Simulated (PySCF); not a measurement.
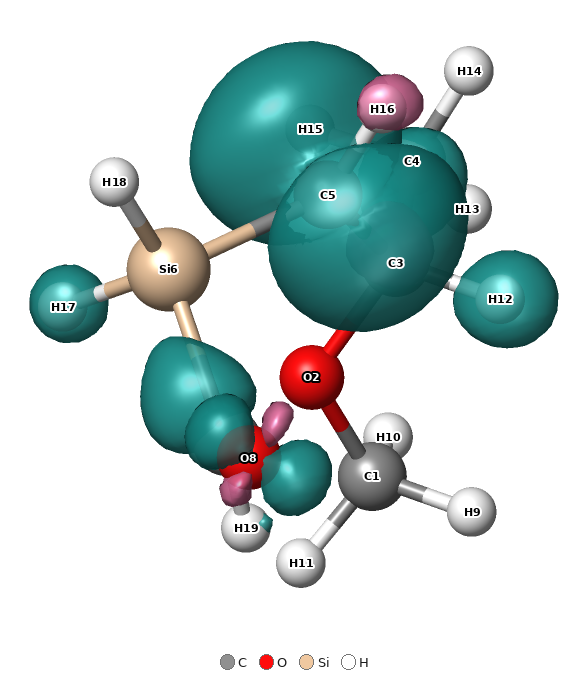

*C₅H₁₁O₂Si (doublet). Isosurfaces of the spin density (α minus β) at +0.02 (teal) and −0.02 e/Å³ (pink), seen at an oblique angle.*

Geometry: GFN2-xTB.

Computed with PySCF 2.14.0, density-fitted response routines, UKS B3LYP, pcH-1 on C H O Si, non-relativistic, mean-field spin-orbit, GIAO.

```xyz
19

C    -1.3237    1.4448   -1.0938
O    -0.3876    0.4574   -0.7525
C    -0.6842   -0.3057    0.4028
C    -1.8167   -1.3228    0.1640
C     0.5736   -0.9914    0.7742
Si    2.0725   -0.7052   -0.2440
C     2.5446    1.1389    0.1101
O     3.3880    1.4887    0.8906
H    -1.5235    2.1133   -0.2466
H    -2.2707    1.0134   -1.4360
H    -0.8837    2.0186   -1.9078
H    -1.0117    0.3759    1.2150
H    -2.7563   -0.8176   -0.0471
H    -1.9447   -1.9395    1.0490
H    -1.5529   -1.9574   -0.6781
H     0.5566   -1.5665    1.6852
H     1.9010   -0.7951   -1.6943
H     3.1722   -1.5416    0.2367
H     1.9374    1.9010   -0.4196
```

Q: Which atoms carry the spin?

A: The unpaired spin (1 electron) lies mostly on C5 (about 0.6) and Si6 (about 0.1), in electrons by Hirshfeld's partition.
